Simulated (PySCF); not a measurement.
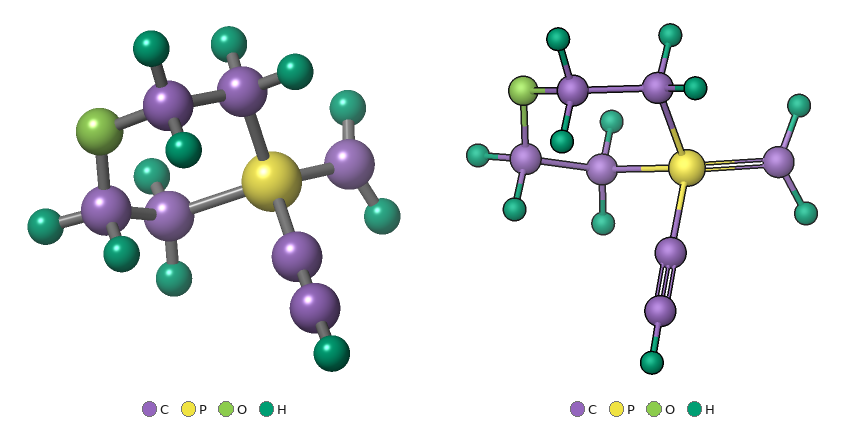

The same structure drawn twice, from different directions.

> Which formula does it have?

C₇H₁₁OP, 20 atoms: 7 carbon, 11 hydrogen, 1 oxygen and 1 phosphorus.

> What is its SMILES?

C#CP1(=C)CCOCC1

More results for the same structure follow; atom numbers are the same in all pictures, views and colours differ. The geometry was computed by an optimisation with PBE0-D3(BJ)/def2-SVP. No frequency run is at hand to confirm it as a minimum.

### Excitation

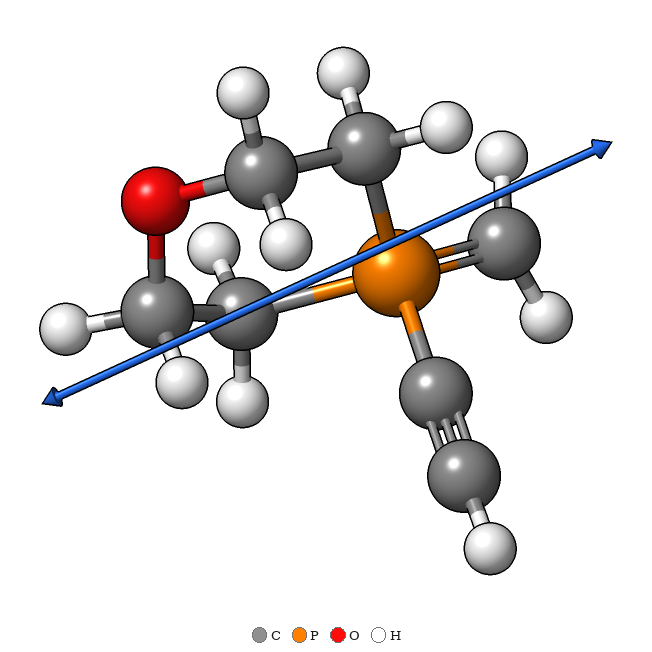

The double arrow shows the direction of the transition dipole to excited singlet state 3 (its length means nothing). No frequency run is at hand to confirm it as a minimum. Method: TDDFT CAM-B3LYP/def2-SVPD, vertical, gas phase, core orbitals frozen in the response (PySCF 2.14.0).

> Give its energy, strength and character.

5.06 eV (245 nm), oscillator strength 0.040, of mixed character, with the largest part HOMO → LUMO+2 (weight 0.46); transition dipole 1.44 D.

### Ring current

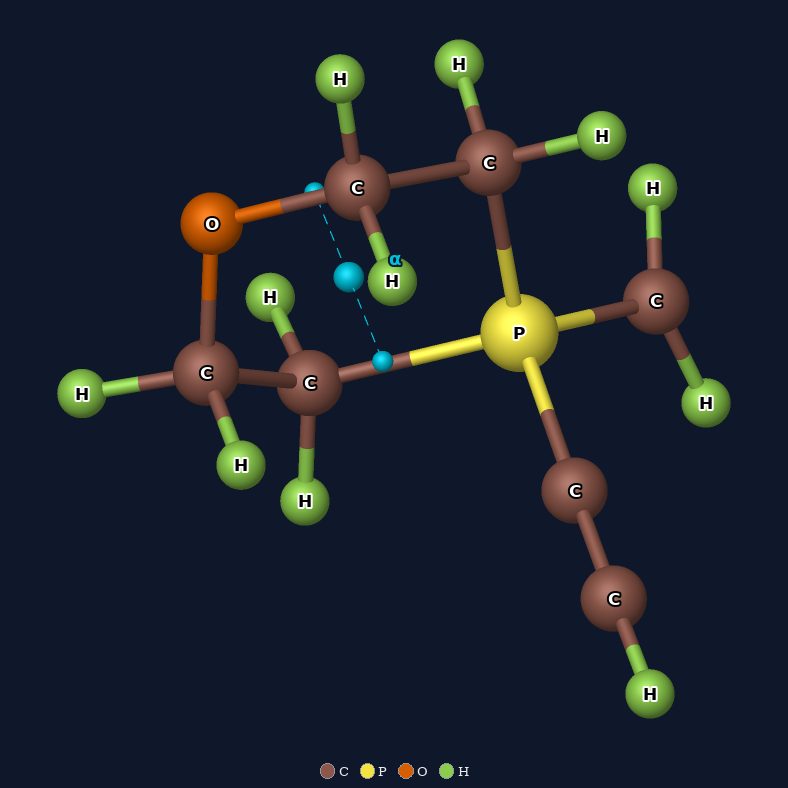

The small points mark where nucleus-independent chemical shifts (NICS) were computed: at the centre of each lettered ring and 1 Å above and below it. No frequency run is at hand to confirm it as a minimum. Method: GIAO mPW1PW91/pcSseg-1 NMR shielding, non-relativistic, gas phase (PySCF 2.14.0).

Give NICS(0), NICS(1) and the out-of-plane component NICS(1)zz for each ring (means of the two sides).

| ring | members | NICS(0) | NICS(1) | NICS(1)zz |
| --- | --- | --- | --- | --- |
| α | C4OP | −2.7 | −2.2 | 1.4 |

Values in ppm.

> What do the values say about the ring currents?

Ring α: weak, as in a non-aromatic ring. NICS is one index among several.

### Charges

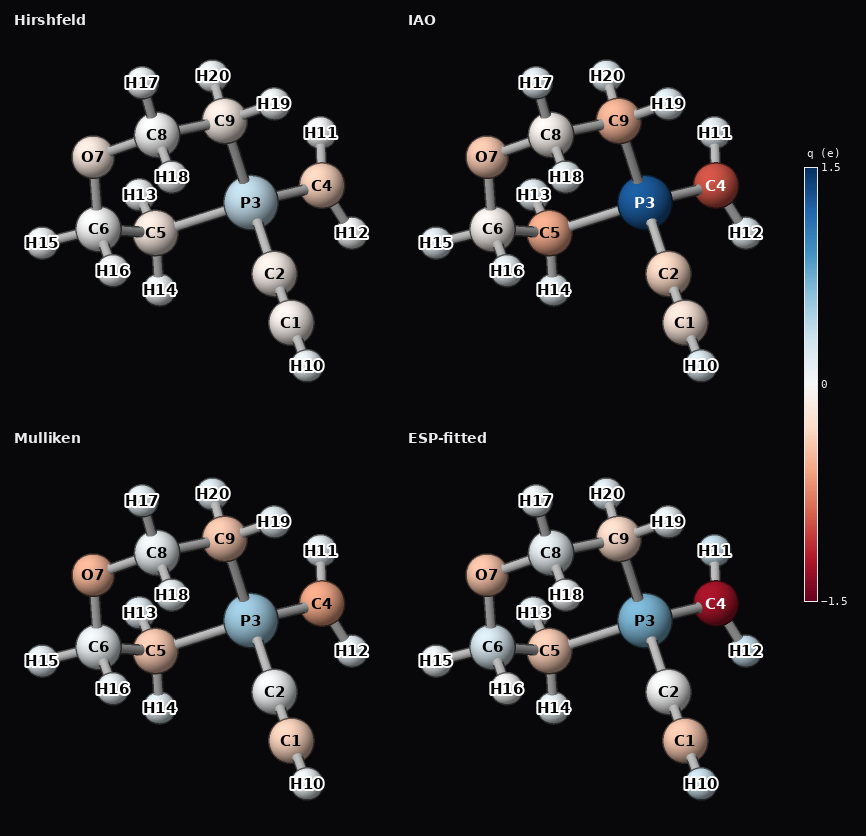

Atomic charges of one calculation by 4 schemes, on one colour scale. No frequency run is at hand to confirm it as a minimum. Level of theory: PBE0/pcSseg-1 (PySCF 2.14.0).

> On which atom do the schemes disagree most?

On C4 (from −1.24 to −0.33 e).

List the charges (e), one line for each set of equivalent atoms.

```tsv
atom	Hirshfeld	IAO	Mulliken	ESP-fitted
C1	−0.07	−0.18	−0.34	−0.39
C2	−0.09	−0.30	0.03	0.01
P3	0.37	1.25	0.54	0.67
C4	−0.33	−0.94	−0.57	−1.24
C5	−0.13	−0.54	−0.39	−0.37
C6	0.00	−0.05	0.07	0.23
O7	−0.15	−0.39	−0.50	−0.43
C8	0.00	−0.05	0.08	0.11
C9	−0.11	−0.50	−0.39	−0.28
H10	0.11	0.21	0.08	0.31
H11	0.02	0.15	0.13	0.33
H12	0.02	0.16	0.13	0.35
H13	0.04	0.15	0.16	0.14
H14	0.05	0.16	0.16	0.11
H15	0.05	0.15	0.13	0.05
H16	0.03	0.12	0.11	0.01
H17	0.05	0.16	0.13	0.08
H18	0.03	0.12	0.11	0.04
H19	0.06	0.17	0.17	0.10
H20	0.05	0.16	0.16	0.16
```

Mulliken values depend strongly on the basis set and can even reverse the polarity of a bond.
